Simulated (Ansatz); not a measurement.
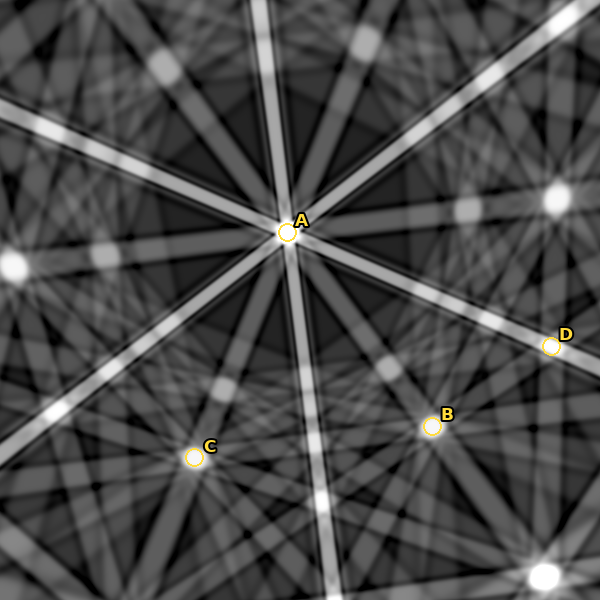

Simulated Kikuchi (electron backscatter) pattern at 30 kV: kinematic bands of width 2θ(Bragg) in gnomonic projection, seen from the camera side; the frame spans ±42° from its centre. Crystal: AlCu₂, space group P6/mmm (No. 191), a = 4.17 Å, c = 2.59 Å (hexagonal axes). Structure: the geometry relaxed with DFT PBE, scalar-relativistic, plane waves, PAW in Ansatz 0.2.0; the starting structure was generated, so it need not be a known form of this composition.

Pole A is [001] and pole B is [-102].

> Index the poles C and D.

C is [012], 38.8° from A and 36.5° from B. D is [-2-13], 42.9° from A and 19.9° from B.

> Which band joins A and B, and how wide is it?

It comes from the planes common to both zones. The strongest order is 0 3 0 with d = 1.204 Å, so the band is 2θ = 3.3° wide (λ = 0.0698 Å). Other orders of the same planes (0 2 0) lie on the same centre line with other widths.
